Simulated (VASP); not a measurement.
# TiO2 (Rutile): GW quasiparticle gap

How does the gap of TiO2 (Rutile) change from the starting functional to GW? The cell is of the rutile type, one of the forms listed for this formula. The start is a cell from a database of measured crystal structures.

Program: VASP 6.6.1. Level of theory: PBE, no spin polarisation; plane waves and PAW (Ti_sv_GW, O_GW), in the first sound run; inputs show where later runs differ. Results are calculated unless marked as measured.

## Step 1: Set-up

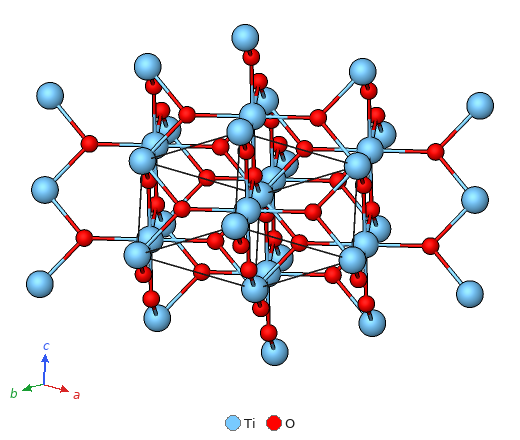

The starting structure, seen from a free direction (titanium blue, oxygen red). 2×2×2 cells are drawn. Some periodic images of atoms are drawn too.

Coordinates:

```cif
data_structure
_symmetry_space_group_name_H-M 'P4_2/mnm'
_symmetry_Int_Tables_number 136
_cell_length_a 4.5922
_cell_length_b 4.5922
_cell_length_c 2.9574
_cell_angle_alpha 90.000
_cell_angle_beta 90.000
_cell_angle_gamma 90.000
_cell_volume 62.37
loop_
_atom_site_label
_atom_site_type_symbol
_atom_site_symmetry_multiplicity
_atom_site_Wyckoff_symbol
_atom_site_fract_x
_atom_site_fract_y
_atom_site_fract_z
_atom_site_occupancy
Ti1 Ti 2 a 0.50000 0.50000 0.50000 1
O1 O 4 f 0.80496 0.19504 0.50000 1
```

## Step 2: Empty bands

ALGO = Exact makes the empty bands from the converged ground state in one step. LOPTICS writes the k-derivatives of the orbitals (WAVEDER), which give the long-wavelength limit of the screening.

The input, INCAR:

```
SYSTEM = TiO2
PREC = Accurate
ENCUT = 440
ISMEAR = 0
SIGMA = 0.01
LREAL = .FALSE.
GGA = PE
NBANDS = 64
LASPH = .TRUE.
ALGO = Exact
NELM = 1
LWAVE = .TRUE.
LCHARG = .FALSE.
LOPTICS = .TRUE.
NEDOS = 1000
CSHIFT = 0.1
```

The input, POSCAR:

```
TiO2
1.0
    4.5922000000      0.0000000000      0.0000000000
    0.0000000000      4.5922000000      0.0000000000
    0.0000000000      0.0000000000      2.9574000000
Ti O
2 4
Direct
    0.5000000000      0.5000000000      0.5000000000
    0.0000000000      0.0000000000      0.0000000000
    0.8049600000      0.1950400000      0.5000000000
    0.6950400000      0.6950400000      0.0000000000
    0.1950400000      0.8049600000      0.5000000000
    0.3049600000      0.3049600000      0.0000000000
```

The input, KPOINTS:

```
Automatic mesh
0
Gamma
4 4 4
0 0 0
```

PAW data sets: Ti_sv_GW and O_GW (PBE family, release 64).

Run with:

```bash
mpirun -np 8 vasp_std
```

The program printed:

```text
[banner, memory and clock lines left out]
running    8 mpi-ranks, on    1 nodes
 distrk:  each k-point on    8 cores,    1 groups
 distr:  one band on    1 cores,    8 groups

 POSCAR found type information on POSCAR TiO
 POSCAR found :  2 types and       6 ions
|                                                                             |
|           W    W    AA    RRRRR   N    N  II  N    N   GGGG   !!!           |
|           W    W   A  A   R    R  NN   N  II  NN   N  G    G  !!!           |
|           W    W  A    A  R    R  N N  N  II  N N  N  G       !!!           |
|           W WW W  AAAAAA  RRRRR   N  N N  II  N  N N  G  GGG   !            |
|           WW  WW  A    A  R   R   N   NN  II  N   NN  G    G                |
|           W    W  A    A  R    R  N    N  II  N    N   GGGG   !!!           |
|                                                                             |
|     For optimal performance we recommend to set                             |
|       NCORE = 2 up to number-of-cores-per-socket                            |
|     NCORE specifies how many cores store one orbital (NPAR=cpu/NCORE).      |
|     This setting can greatly improve the performance of VASP for DFT.       |
|     The default, NCORE=1 might be grossly inefficient on modern             |
|     multi-core architectures or massively parallel machines. Do your        |
|     Unfortunately you need to use the default for GW and RPA                |
|     calculations (for HF NCORE is supported but not extensively tested      |
|     yet).                                                                   |
|                                                                             |

 LDA part: xc-table for (Slater+PW92), standard interpolation
 found WAVECAR, reading the header
  number of bands has changed, file:    30 present:    64
  trying to continue reading WAVECAR, but it might fail
 POSCAR, INCAR and KPOINTS ok, starting setup
 FFT: planning ... GRIDC
 FFT: planning ... GRID_SOFT
 FFT: planning ... GRID
 reading WAVECAR
 random initialization beyond band           30
 the WAVECAR file was read successfully
 initial charge from wavefunction
 entering main loop
       N       E                     dE             d eps       ncg     rms          rms(c)
DIA:   1    -0.582075834723E+02   -0.58208E+02    0.00000E+00     0   0.000E+00
   1 F= -.58207583E+02 E0= -.58207583E+02  d E =-.526044E-13
 writing wavefunctions
 optical routines
 imaginary and real dielectric function
 recalculating local potential from charge density
 direction            1
 direction            2
 direction            3
```

Run time: 38 s. Hardware: 8 MPI ranks of AMD EPYC 7R43, shared host; peak memory 1.7 GiB; 3.9 min of CPU time.

The logs omit lines about the potential files and the build; timing stands in the text.

Parts of OUTCAR (step 2):

```text
ion  position               nearest neighbor table
   1  0.500  0.500  0.500-   4 1.95   6 1.95   4 1.95   6 1.95   5 1.98   3 1.98
   2  0.000  0.000  0.000-   3 1.95   5 1.95   3 1.95   5 1.95   4 1.98   6 1.98
   3  0.805  0.195  0.500-   2 1.95   2 1.95   1 1.98
   4  0.695  0.695  0.000-   1 1.95   1 1.95   2 1.98
   5  0.195  0.805  0.500-   2 1.95   2 1.95   1 1.98
   6  0.305  0.305  0.000-   1 1.95   1 1.95   2 1.98

  LATTYP: Found a simple tetragonal cell.
 ALAT       =     4.5922000000
 C/A-ratio  =     0.6440050520

 Subroutine GETGRP returns: Found 16 space group operations
 (whereof  8 operations were pure point group operations)

The static configuration has the point symmetry D_2h.
 The point group associated with its full space group is D_4h.

 Found     18 irreducible k-points:

   k-points           NKPTS =     18   k-points in BZ     NKDIM =     18   number of bands    NBANDS=     64

   dimension x,y,z NGX =    32 NGY =   32 NGZ =   20
   dimension x,y,z NGXF=    64 NGYF=   64 NGZF=   40

   ENCUT  =  440.0 eV  32.34 Ry    5.69 a.u.   7.85  7.85  5.06*2*pi/ulx,y,z

   NELECT =      48.0000    total number of electrons

 k-points in reciprocal lattice and weights: Automatic mesh
   0.00000000  0.00000000  0.00000000       0.016
   0.25000000  0.00000000  0.00000000       0.062
   0.50000000  0.00000000  0.00000000       0.031
   0.25000000  0.25000000  0.00000000       0.062
   0.50000000  0.25000000  0.00000000       0.062
   0.50000000  0.50000000  0.00000000       0.016
   0.00000000  0.00000000  0.25000000       0.031
   0.25000000  0.00000000  0.25000000       0.125
   0.50000000  0.00000000  0.25000000       0.062
[...]
0.50000000  0.25000000  0.50000000       0.062
   0.50000000  0.50000000  0.50000000       0.016

 average (electrostatic) potential at core
       1 -99.2927       2 -99.2927       3 -69.3330       4 -69.3330       5 -69.3330
       6 -69.3330

 E-fermi :   4.8881

 k-point     1 :       0.0000    0.0000    0.0000
  band No.  band energies     occupation
    ...
     20       2.8606      2.00000
     21       4.1372      2.00000
     22       4.3940      2.00000
     23       4.3940      2.00000
     24       4.8420      2.00000
     25       6.7222      0.00000
     26       7.0306      0.00000
     27       7.2580      0.00000
     28       7.3492      0.00000
     29       7.3492      0.00000
    ...

 k-point     2 :       0.2500    0.0000    0.0000
  band No.  band energies     occupation
    ...
     20       2.9046      2.00000
     21       3.4081      2.00000
     22       3.7779      2.00000
     23       4.0197      2.00000
     24       4.6079      2.00000
     25       7.0209      0.00000
     26       7.3540      0.00000
     27       7.5749      0.00000
     28       7.6446      0.00000
     29       7.6617      0.00000
    ...

 k-point     3 :       0.5000    0.0000    0.0000
  band No.  band energies     occupation
    ...
     20       1.7979      2.00000
     21       3.1989      2.00000
     22       3.1989      2.00000
     23       4.0943      2.00000
     24       4.0943      2.00000
     25       7.3985      0.00000
     26       7.3985      0.00000
     27       7.8704      0.00000
     28       7.8704      0.00000
     29       8.4181      0.00000
    ...

  Total        0.5018782      0.5018782      0.3815832      0.0000000      0.0000000      0.0000000
  in kB       12.8930962     12.8930962      9.8027556      0.0000000      0.0000000      0.0000000
  external PRESSURE =      11.8629826 kB  Pullay stress =       0.0000000 kB

  energy-cutoff  :      440.00
  volume of cell :       62.37
      direct lattice vectors                 reciprocal lattice vectors
     4.592200000  0.000000000  0.000000000     0.217760550  0.000000000  0.000000000
     0.000000000  4.592200000  0.000000000     0.000000000  0.217760550  0.000000000
     0.000000000  0.000000000  2.957400000     0.000000000  0.000000000  0.338134848

 POSITION                                       TOTAL-FORCE (eV/Angst)
 -----------------------------------------------------------------------------------
      2.29610      2.29610      1.47870         0.000000     -0.000000      0.000000
      0.00000      0.00000      0.00000         0.000000     -0.000000      0.000000
      3.69654      0.89566      1.47870        -0.071695      0.071695      0.000000
      3.19176      3.19176      0.00000         0.071695      0.071695      0.000000
      0.89566      3.69654      1.47870         0.071695     -0.071695     -0.000000
      1.40044      1.40044      0.00000        -0.071695     -0.071695     -0.000000
 -----------------------------------------------------------------------------------
    total drift:                                0.000000     -0.000000     -0.000000

  FREE ENERGIE OF THE ION-ELECTRON SYSTEM (eV)
  ---------------------------------------------------
  free  energy   TOTEN  =       -58.2075834723 eV

  energy  without entropy=      -58.2075834723  energy(sigma->0) =      -58.20758347

 plasma frequency squared (from intraband transitions) (eV^2)
  --------------------------------------------------------------------------------------
       0.000       0.000       0.000
       0.000       0.000       0.000
       0.000       0.000       0.000

[... 3 further parts left out ...]
```

WAVECAR now holds 64 bands for 48 electrons. Its independent-particle dielectric tensor has xx, yy, zz = 7.6, 7.6, 9.4 on this mesh, which isn't tested for convergence in mesh or bands and lacks local fields.

(Continued in part 2 of 5.)

[Lines on the potential files, build, host, timing and source positions are cut from VASP's logs without a mark.]

[Logs are printed without paths, hosts, clocks, repeated set-up lines and the standing remarks that a program may print on its own settings, such as how far it seeks lower states.]

[Hosts, paths, dates, database ids (printed as entryN), source tags and the programs' standing remarks are cut or masked in the printed files.]

[Pressures printed for these runs are not shown converged in the cutoff: they can be off by several GPa and have the wrong sign.]
